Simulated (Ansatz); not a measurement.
Base system: SrTiO₃ in the cubic perovskite structure (space group Pm-3m, No. 221; a = 3.936 Å).

Perturbation: every lattice vector is stretched by 0.90 %, atoms relaxed at fixed cell.

Computed with PBE (Ansatz, a program for electronic structure; PAW; 420 eV plane waves; no spin-orbit coupling), earlier PAW set.

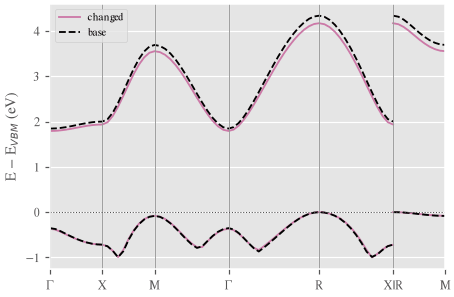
Fig. 1. Highest valence and lowest conduction band along the path, each from its own valence-band maximum

Q: From the figure, how large is the changed gap, and is it direct?

A: About 1.8 eV, indirect, R → Γ.

The cells carry an imposed strain or load. No phonon test of stability was made. All final runs are without spin polarisation. Many cubic perovskites are stable only at high temperature; tilts and polar distortions were not tested.
